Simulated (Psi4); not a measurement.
# singlet [CF3]+: levels of theory compared

Wanted: a comparison of 6 runs (HF/STO-3G, HF/3-21G, B3LYP/6-31G*, HSE06/def2-SVPD, TPSSh/def2-SVPD, wB97X-V/def2-SVPD) of singlet [CF3]+. 

Program for the calculation: Psi4 1.11.

2 further runs of the same task are left out: 2 that didn't finish.

## (1) The structure to begin with

The species is [CF3]+ (4 atoms), meant as a singlet with charge +1. SMILES of the parent species: `F[C](F)F`. The shape is that of a PBE0-D4/def2-TZVP optimisation. That shape belongs to the parent species and isn't relaxed for this state.

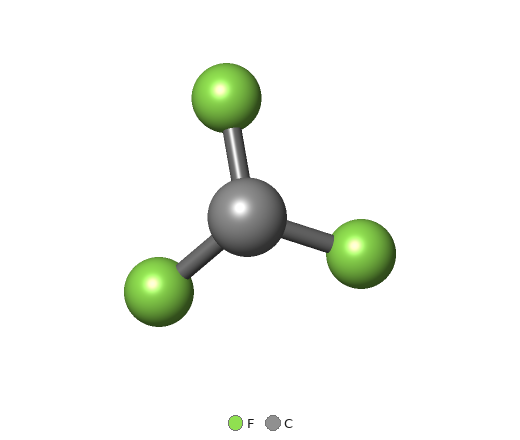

Viewed from a chosen angle; fluorine green, carbon grey.

## (2) A single-point energy at HF/STO-3G (run 1)

File cf3.json:

```json
{
 "schema_name": "qcschema_input",
 "schema_version": 1,
 "molecule": {
  "schema_name": "qcschema_molecule",
  "schema_version": 2,
  "symbols": ["F", "C", "F", "F"],
  "geometry": [-2.31963882, 0.04705418, 0.50153331, -0.07464418, -0.1124387, -0.54178448, 1.24514054, -1.97457483, 0.42953475, 1.14914246, 2.03995935, -0.38909461],
  "molecular_charge": 1,
  "molecular_multiplicity": 1,
  "fix_symmetry": "c1",
  "fix_com": true,
  "fix_orientation": true
 },
 "driver": "energy",
 "model": {
  "method": "scf",
  "basis": "STO-3G"
 },
 "keywords": {
  "puream": true,
  "e_convergence": 1e-09,
  "d_convergence": 1e-08,
  "scf_type": "pk",
  "scf_properties": ["LOWDIN_CHARGES", "DIPOLE", "MAYER_INDICES"]
 }
}
```

Started as:

```
psi4 --qcschema cf3.json -n 1 --memory 1600MB
```

stdout:

```text
[...]
  Running in c1 symmetry.
[...]
  Nuclear repulsion =  124.596026562554357
[...]
  Multiplicity = 1
[...]
  Nalpha       = 16
  Nbeta        = 16
[...]
    Number of basis functions: 20
[...]
   @RHF iter   1:  -330.88491863666434   -9.10788e-01   3.15792e-02 DIIS/ADIIS
[...]
   @RHF iter  11:  -331.17628427866714   -1.13687e-13   1.97592e-09 DIIS
[...]
    Orbital Energies [Eh]
    ---------------------
    Doubly Occupied:
       1A    -26.507725     2A    -26.507541     3A    -26.507496
       4A    -11.788877     5A     -2.052046     6A     -1.948884
       7A     -1.948814     8A     -1.215688     9A     -1.089640
      10A     -1.089627    11A     -1.052906    12A     -0.913890
      13A     -0.907081    14A     -0.907051    15A     -0.898879
      16A     -0.898847
[...]
  @RHF Final Energy:  -331.17628427866714
   => Energetics <=
    Nuclear Repulsion Energy =            124.5960265625543570
    One-Electron Energy =                -699.0746375878427443
    Two-Electron Energy =                 243.3023267466212758
    Total Energy =                       -331.1762842786671399
[...]
 Multipole Moments:
 ------------------------------------------------------------------------------------
     Multipole            Electronic (a.u.)      Nuclear  (a.u.)        Total (a.u.)
 ------------------------------------------------------------------------------------
 L = 1.  Multiply by 2.5417464519 to convert [e a0] to [Debye]
 Dipole X            :         -0.2940919            0.2239325           -0.0701594
 Dipole Y            :         -0.4430925            0.3373161           -0.1057764
 Dipole Z            :         -2.1362683            1.6270542           -0.5092141
 Magnitude           :                                                    0.5247952
[...]
```

The result, in JSON:

```text
{
 "driver": "energy",
 "model": {
  "method": "scf",
  "basis": "STO-3G"
 },
 "success": true,
 "return_result": -331.17628427866714,
 "properties": {
  "calcinfo_nbasis": 20,
  "calcinfo_nmo": 20,
  "calcinfo_nalpha": 16,
  "calcinfo_nbeta": 16,
  "calcinfo_natom": 4,
  "nuclear_repulsion_energy": 124.59602656255436,
  "return_energy": -331.17628427866714,
  "scf_one_electron_energy": -699.0746375878427,
  "scf_two_electron_energy": 243.30232674662128,
  "scf_dipole_moment": [-0.07015939337944488, -0.105776430342722, -0.5092140835558507],
  "scf_total_energy": -331.17628427866714,
  "scf_iterations": 11
 }
}
```

Wall time 4.8 s (1 thread of AMD EPYC (Zen 3), shared host); peak memory 0.18 GiB.

## (3) The energy at HF/3-21G (run 2)

File calc.inp:

```
memory 1.6 GB

molecule system {
  1 1
  F     -1.227500     0.024900     0.265400
  C     -0.039500    -0.059500    -0.286700
  F      0.658900    -1.044900     0.227300
  F      0.608100     1.079500    -0.205900
  symmetry c1
  no_reorient
  no_com
}

set globals {
  puream true
  e_convergence 1e-09
  d_convergence 1e-08
  scf_type pk
}

energy_value, wavefunction = energy('scf/3-21G', return_wfn=True)
oeprop(wavefunction, 'MULLIKEN_CHARGES', 'MAYER_INDICES', 'WIBERG_LOWDIN_INDICES', title='SCF')
print_variables()
```

Started as:

```
psi4 -n 1 calc.inp calc.out
```

calc.out:

```text
[...]
  Running in c1 symmetry.
[...]
  Nuclear repulsion =  124.596026532847389
[...]
  Multiplicity = 1
[...]
  Nalpha       = 16
  Nbeta        = 16
[...]
    Number of basis functions: 36
[...]
   @RHF iter   1:  -333.67613472401814    6.20245e-02   1.64520e-02 ADIIS/DIIS
[...]
   @RHF iter  11:  -333.88473471914119   -8.35598e-12   9.27540e-09 DIIS
[...]
  @RHF Final Energy:  -333.88473471914119
   => Energetics <=
    Nuclear Repulsion Energy =            124.5960265328473895
    One-Electron Energy =                -700.8364030857993612
    Two-Electron Energy =                 242.3556418338107221
    Total Energy =                       -333.8847347191411927
[...]
 Multipole Moments:
 ------------------------------------------------------------------------------------
     Multipole            Electronic (a.u.)      Nuclear  (a.u.)        Total (a.u.)
 ------------------------------------------------------------------------------------
 L = 1.  Multiply by 2.5417464519 to convert [e a0] to [Debye]
 Dipole X            :         -0.3345231            0.2239325           -0.1105906
 Dipole Y            :         -0.5040266            0.3373161           -0.1667105
 Dipole Z            :         -2.4297972            1.6270542           -0.8027430
 Magnitude           :                                                    0.8272962
[...]
  Mulliken Charges: (a.u.)
   Center  Symbol    Alpha    Beta     Spin     Total
       1     F     4.58786  4.58786  0.00000 -0.17571
       2     C     2.23641  2.23641  0.00000  1.52719
       3     F     4.58786  4.58786  0.00000 -0.17573
       4     F     4.58787  4.58787  0.00000 -0.17575
   Total alpha = 16.00000, Total beta = 16.00000, Total charge =  1.00000
  Mayer Bond Indices:
[...]
```

Wall time 4.8 s (1 thread of AMD EPYC (Zen 3), shared host); peak memory 0.18 GiB.

Runs 3 to 5 aren't shown in full; the table further down has their settings and results.

## (4) The energy at wB97X-V/def2-SVPD (run 6)

File run.py:

```python
import numpy as np
from ase.calculators.psi4 import Psi4
from ase import Atoms

a = Atoms(['F', 'C', 'F', 'F'], positions=[
    [-1.227500, 0.024900, 0.265400],
    [-0.039500, -0.059500, -0.286700],
    [0.658900, -1.044900, 0.227300],
    [0.608100, 1.079500, -0.205900],
])
calc = Psi4(atoms=a, method='wb97x-v', basis='def2-SVPD', memory='1600MB', num_threads=1, charge=1, multiplicity=1, label='calc')
calc.psi4.set_options({'puream': True, 'e_convergence': 1e-09, 'd_convergence': 1e-08, 'scf_type': 'pk', 'dft_radial_points': 99, 'dft_spherical_points': 590})
a.calc = calc

print(f'energy: {a.get_potential_energy():.6f} eV')
```

Started as:

```
python run.py
```

calc.dat:

```text
[...]
  Running in c1 symmetry.
[...]
  Nuclear repulsion =  124.596026532847389
[...]
  Multiplicity = 1
[...]
  Nalpha       = 16
  Nbeta        = 16
[...]
    Number of basis functions: 89
[...]
   @RKS iter   1:  -336.63589545568618    2.95694e-01   6.95582e-03 ADIIS/DIIS
[...]
   @RKS iter  11:  -336.80796779279581   -1.59162e-12   3.08622e-09 DIIS
[...]
  @RKS Final Energy:  -336.80796779279581
   => Energetics <=
    Nuclear Repulsion Energy =            124.5960265328473895
    One-Electron Energy =                -703.6429612694270190
    Two-Electron Energy =                 268.2378716265625371
    DFT Exchange-Correlation Energy =     -26.1330853867627475
    Empirical Dispersion Energy =           0.0000000000000000
    VV10 Nonlocal Energy =                  0.1341807039840132
    Total Energy =                       -336.8079677927958073
[...]
 Multipole Moments:
 ------------------------------------------------------------------------------------
     Multipole            Electronic (a.u.)      Nuclear  (a.u.)        Total (a.u.)
 ------------------------------------------------------------------------------------
 L = 1.  Multiply by 2.5417464519 to convert [e a0] to [Debye]
 Dipole X            :         -0.0557963           -0.0259235           -0.0817198
 Dipole Y            :         -0.0842820           -0.0390494           -0.1233314
 Dipole Z            :         -0.4053222           -0.1881753           -0.5934975
 Magnitude           :                                                    0.6116601
[...]
```

On the terminal:

```text
energy: -9165.011628 eV
```

Wall time 95 s (1 thread of AMD EPYC (Zen 3), shared host); peak memory 0.95 GiB.

## (5) The series

```csv
run,level,task,Cartesian functions,energy (Eh),HOMO energy (eV),LUMO energy (eV),HOMO–LUMO gap (eV),wall time
1,HF/STO-3G,energy,no,-331.176284,-24.46,-7.37,17.09,4.8 s
2,HF/3-21G,energy,no,-333.884735,-27.84,-10.30,17.53,4.8 s
3,B3LYP/6-31G* (Cartesian functions),gradient,yes,-337.157795,-20.81,-14.21,6.60,21 s
4,HSE06/def2-SVPD,energy,no,-336.621910,-21.10,-14.63,6.47,47 s
5,TPSSh/def2-SVPD,gradient,no,-336.913788,-20.26,-14.73,5.53,77 s
6,wB97X-V/def2-SVPD,energy,no,-336.807968,-24.04,-11.69,12.36,95 s
```

## (6) What came out

| quantity | value |
| --- | --- |
| run 6: total energy | -336.80797 Eh |
| run 6: HOMO energy | -24.04 eV |
| run 6: LUMO energy | -11.69 eV |
| run 6: HOMO–LUMO gap | 12.36 eV |

The HOMO–LUMO gap runs from 5.53 eV (TPSSh/def2-SVPD) to 17.53 eV (HF/3-21G). The two ends differ in method and basis. Totals of different functionals can't be ranked against each other. In run 1 the basis is minimal, so the values are rough. All runs together took 4.2 min, the longest 95 s.
